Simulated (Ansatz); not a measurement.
## Run report: GaH2Cl3O, geometry relaxation (part 1 of 2)

- system: GaH2Cl3O
- method: RKS PBE-D4/def2-SVP (Ansatz 0.2.0)

The input holds or restrains some coordinates. It belongs to a series of runs on one base structure; here: pulled along the bonds that form and break, towards end B. Figures and captions count atoms from 1; the log counts them from 0 in places.

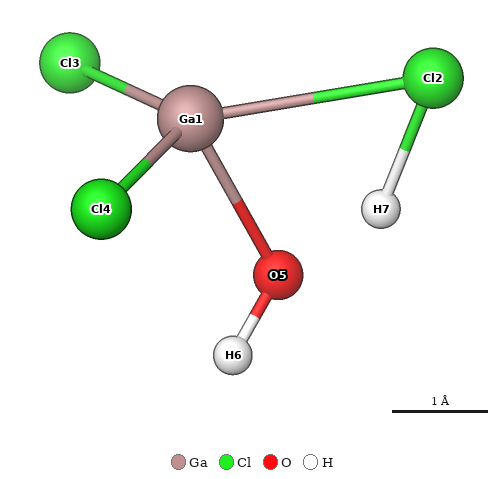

The structure as given in the input (ball-and-stick view, seen at a tilt; atoms are numbered from 1 in the order of the input). Sticks mark near contacts. Bond lengths as drawn: Cl–Ga 2.24 to 2.59 Å, Cl–H 1.61 Å, Ga–O 2.09 Å and H–O 1.01 Å.

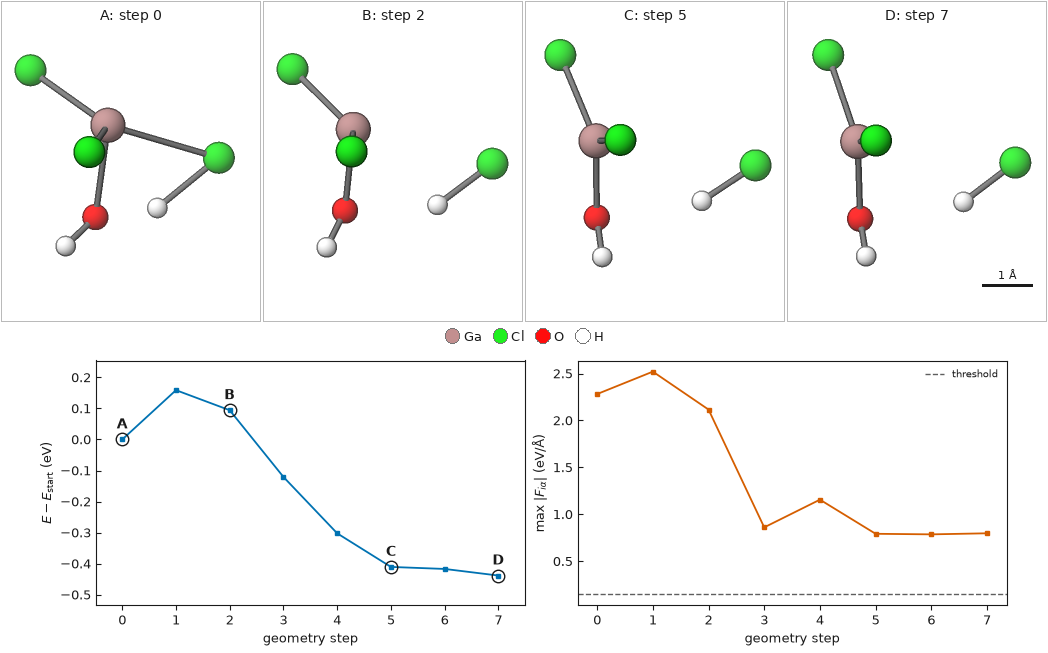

Frames of the restrained relaxation (ball-and-stick view, seen at a tilt) above the curves, on which the letters mark them (the first geometry is step 0 here and step 1 in the log).

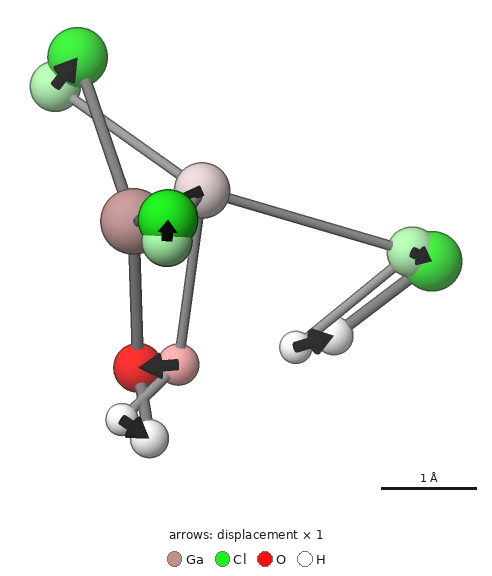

Start (faint) and end (solid) with the displacements as black arrows, at true length (ball-and-stick view, seen at a tilt). The two geometries are laid on each other by the best rigid fit. The largest move after the best rigid fit is that of Ga1, 0.80 Å. Largest moves by element: Ga 0.80 Å, H 0.49 Å, O 0.43 Å, Cl 0.41 Å. Distances before and after: Ga1–Cl2 2.590 → 3.435 Å, Ga1–O5 2.090 → 1.799 Å, Cl2–H7 1.606 → 1.342 Å, Ga1–Cl3 2.240 → 2.133 Å. Bonds break: Ga1–Cl2 (2.59 → 3.43 Å). Among the angles that change: Cl3–Ga1–O5 97.0° → 117.7°, Cl4–Ga1–O5 101.2° → 119.7°, Cl3–Ga1–Cl4 120.0° → 122.4°. The energy falls by 0.438 eV in 7 geometry steps. Largest force component: 2.3 eV/Å at the start, 0.8 eV/Å at the end. (Atoms are counted from 1 in the order of the input.)

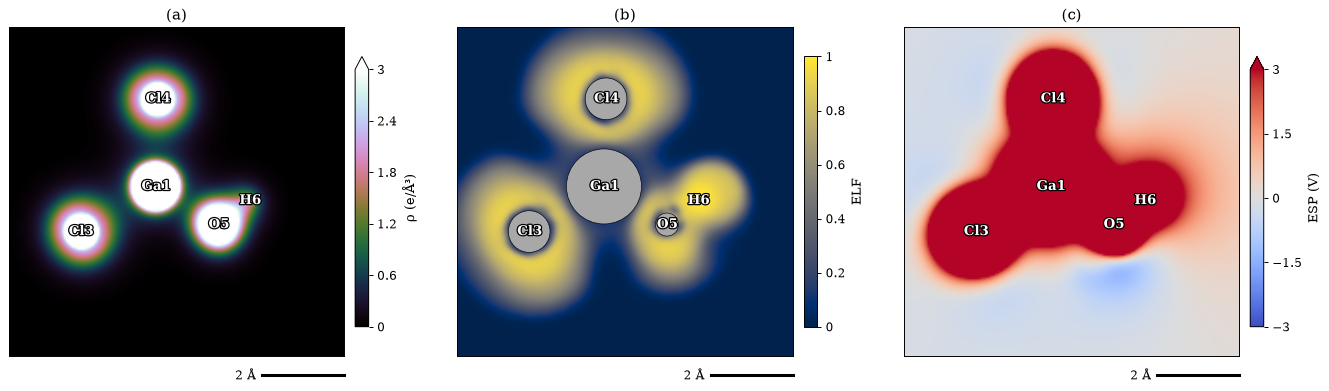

(a) total electron density; (b) electron localisation function; (c) electrostatic potential on the plane of atoms Cl3, Ga1 and O5. Grey discs, where drawn, cover atomic cores. Atoms in the plane: Ga, Cl, O and H. Ga–O (1.80 Å): ρ is about 0.86 e/Å³ halfway; the ELF peaks at about 0.85 in the valence shell of O, 0.6 Å from its nucleus, and is about 0.25 at the midpoint. Ga–Cl (2.13 Å): ρ is about 0.7 e/Å³ halfway; the ELF peaks at about 0.80 in the valence shell of Cl, 0.8 Å from its nucleus, and is about 0.55 at the midpoint. O–H (0.98 Å): ρ is about 3.6 e/Å³ halfway, with its minimum of 2.3 e/Å³ about 0.8 Å from O; the ELF climbs to about 1 towards the hydrogen, as it does in any bond to H (a covalent bond by its length).

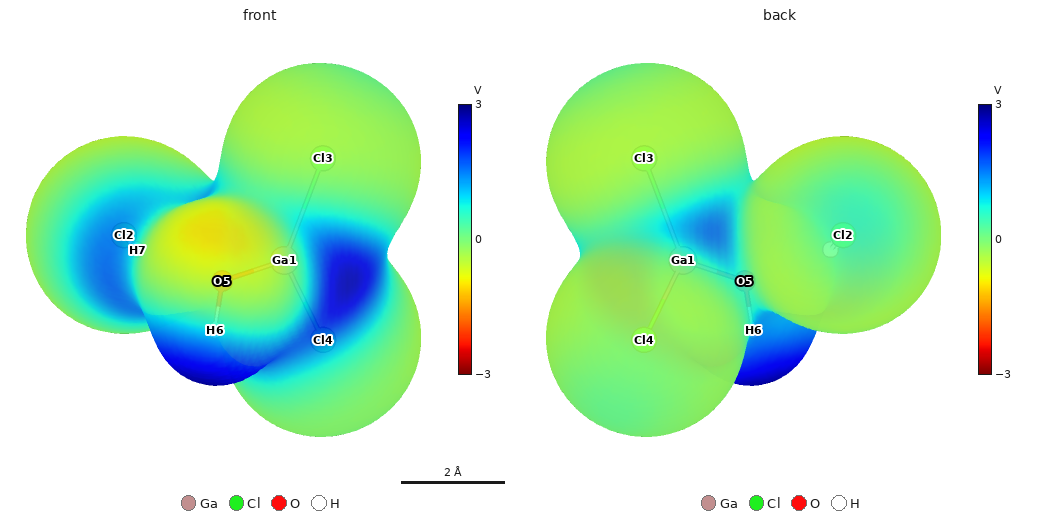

The electrostatic potential painted on the density surface at 0.002 e/bohr³, seen at a tilt and from behind; red is negative and blue positive.

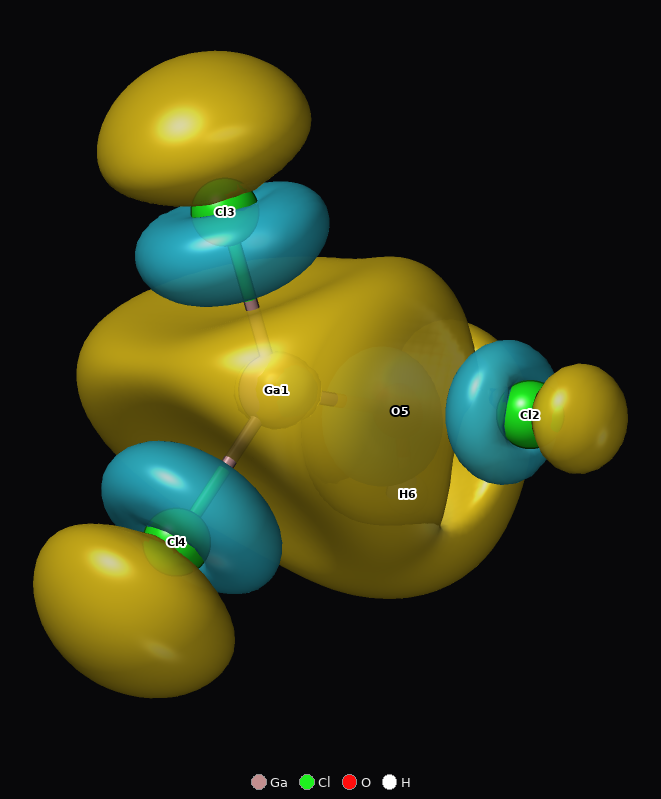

One frontier orbital at ±0.05 Å⁻³ᐟ² (yellow and cyan are the two phases), seen at an oblique angle. The LUMO, at −2.58 eV. Its weight (Hirshfeld) is mainly on Ga1 (40 %), Cl3 (20 %), Cl4 (20 %) and O5 (10 %).

The input and output of the run follow.

**The input**
```yaml
crystal:
  periodic: [false, false, false]
  atoms:
    - { symbol: Ga, position_ang: [0.0, 0.0, 0.0] }
    - { symbol: Cl, position_ang: [0.0, 0.0, 2.59] }
    - { symbol: Cl, position_ang: [1.9398, 0.0, -1.12] }
    - { symbol: Cl, position_ang: [-1.9398, 0.0, -1.12] }
    - { symbol: O, position_ang: [0.0874, -1.9815, 0.659] }
    - { symbol: H, position_ang: [-0.4591, -2.5661, 0.0429] }
    - { symbol: H, position_ang: [0.0624, -1.4154, 1.8346] }
basis:
  gaussian: { orbitals: def2-SVP }
hamiltonian:
  xc: pbe
  dispersion: d4
relax:
  f_tol: 0.15
  max_steps: 25
  restrain:
    - { distance: [0, 4], at: 1.79, k: 30.0 }
    - { distance: [6, 1], at: 1.37, k: 30.0 }
    - { distance: [0, 1], at: 3.44, k: 30.0 }
    - { distance: [6, 4], at: 2.21, k: 30.0 }
output:
  orbitals: {}
```

Launched with:
```bash
ansatz run input.yaml --threads 4 --pin off --max-ram 5120MiB --backend cpu --events-out ev --progress --plain --runs-dir out
```

**Output**
```
The last accepted step is kept in [file] (removed where the run ends without a failure and the disk answers)
Engine: ansatz 0.2.0, aarch64-unknown-linux-gnu
Functional definition: PBE
  parameter kappa = 0.804
  parameter beta = 0.06672455060314922
  exchange = pbe_x(kappa = kappa, mu = beta*pi^2/3)
  correlation = pbe_c(beta = beta)
1199 factors; their error is unknown
mean field evaluation 1: about -91976.9561 eV, gradient 6.2e1 eV
mean field evaluation 2: about -91872.9859 eV, gradient 1.8e2 eV
mean field evaluation 4: about -91983.0293 eV, gradient 1.6e1 eV
mean field evaluation 8: about -91983.6303 eV, gradient 1.4e-1 eV
mean field evaluation 16: about -91983.5641 eV, gradient 4.8e-4 eV
mean field -91983.56410583 eV, -3380.3336321900 hartree, gradient 5.3e-5 eV, S^2 0.000000; 0 other end points of the search recorded, 0 dependent functions left out
the calculation of the forces begins
reference -91983.56414228 eV, -3380.3336335298 hartree; 46, 46 occupied and 64, 64 virtual orbitals, 1199 factors
relax step   1: F+E_penalty+E_count = -91983.78787056 eV  Δ(F+E_penalty+E_count) = +0.000e0 eV  max|allowed force component| = 2.281e0 eV/Å  E_restraint = 25.30458963 eV  max|allowed force component, restraints' pulls added| = 2.756e1 eV/Å  Δτ_max = 0.0000 Å  (28 SCF iters, accepted)
  distance Ga 0 - O 4 = 2.0900 Å
  distance H 6 - Cl 1 = 1.6056 Å
  distance Ga 0 - Cl 1 = 2.5900 Å
  distance H 6 - O 4 = 1.3050 Å
these checks for a lower state are left out or cut short: starts, cluster_reference, orbital_swaps, neighbouring_geometries, increment
1199 factors; their error is unknown
mean field -91983.40906064 eV, -3380.3279343845 hartree, gradient 1.1e-5 eV, S^2 0.000000; 0 other end points of the search recorded, 0 dependent functions left out
the calculation of the forces begins
reference -91983.40909758 eV, -3380.3279357420 hartree; 46, 46 occupied and 64, 64 virtual orbitals, 1199 factors
relax step   2: F+E_penalty+E_count = -91983.62894313 eV  Δ(F+E_penalty+E_count) = +1.589e-1 eV  max|allowed force component| = 2.520e0 eV/Å  E_restraint = 9.89842115 eV  max|allowed force component, restraints' pulls added| = 1.842e1 eV/Å  Δτ_max = 0.1950 Å  (33 SCF iters, accepted)
  distance Ga 0 - O 4 = 1.9804 Å
  distance H 6 - Cl 1 = 1.5005 Å
  distance Ga 0 - Cl 1 = 2.9403 Å
  distance H 6 - O 4 = 1.6126 Å
these checks for a lower state are left out or cut short: starts, cluster_reference, orbital_swaps, neighbouring_geometries, increment
1199 factors; their error is unknown
mean field evaluation 32: about -91983.4785 eV, gradient 2.2e-5 eV
mean field -91983.47846077 eV, -3380.3304847924 hartree, gradient 4.8e-5 eV, S^2 0.000000; 0 other end points of the search recorded, 0 dependent functions left out
the calculation of the forces begins
reference -91983.47849799 eV, -3380.3304861600 hartree; 46, 46 occupied and 64, 64 virtual orbitals, 1199 factors
relax step   3: F+E_penalty+E_count = -91983.69363140 eV  Δ(F+E_penalty+E_count) = -6.469e-2 eV  max|allowed force component| = 2.116e0 eV/Å  E_restraint = 2.15572692 eV  max|allowed force component, restraints' pulls added| = 7.995e0 eV/Å  Δτ_max = 0.1948 Å  (30 SCF iters, accepted)
  distance Ga 0 - O 4 = 1.8714 Å
  distance H 6 - Cl 1 = 1.3845 Å
  distance Ga 0 - Cl 1 = 3.1881 Å
  distance H 6 - O 4 = 1.9390 Å
these checks for a lower state are left out or cut short: starts, cluster_reference, orbital_swaps, neighbouring_geometries, increment
1199 factors; their error is unknown
mean field -91983.70138468 eV, -3380.3386770947 hartree, gradient 4.4e-5 eV, S^2 0.000000; 0 other end points of the search recorded, 0 dependent functions left out
the calculation of the forces begins
reference -91983.70142253 eV, -3380.3386784860 hartree; 46, 46 occupied and 64, 64 virtual orbitals, 1199 factors
```
